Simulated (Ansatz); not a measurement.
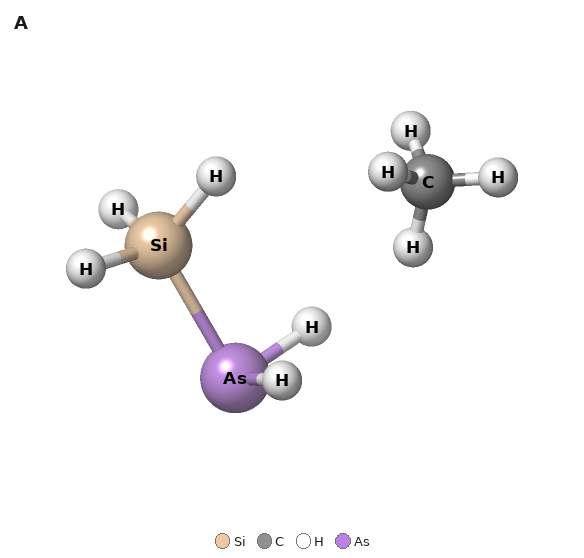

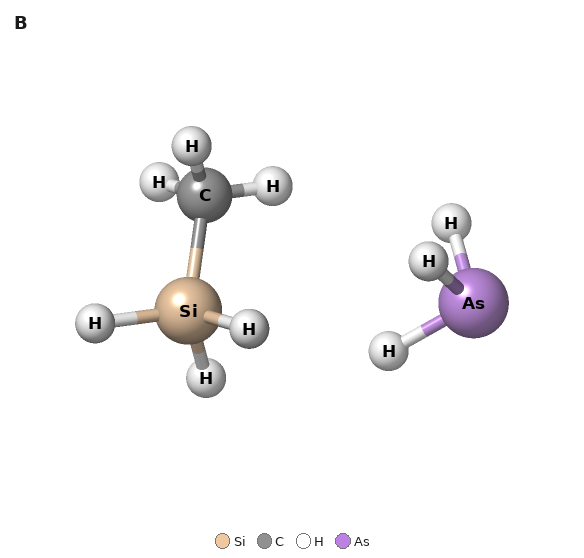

2 stationary structures of one formula. Geometries: PBE0-D4/def2-TZVP. Electronic energies: CCSD(T)/CBS (MP2 limit from def2-TZVPP and def2-QZVPP plus CCSD(T) − MP2) (Ansatz 0.2.0), without zero-point energy. No frequency run is at hand to confirm each as a minimum. Each is one conformer, not always the lowest.

**Which structure is the most stable?**

A is lowest; B lies 0.368 eV above it.
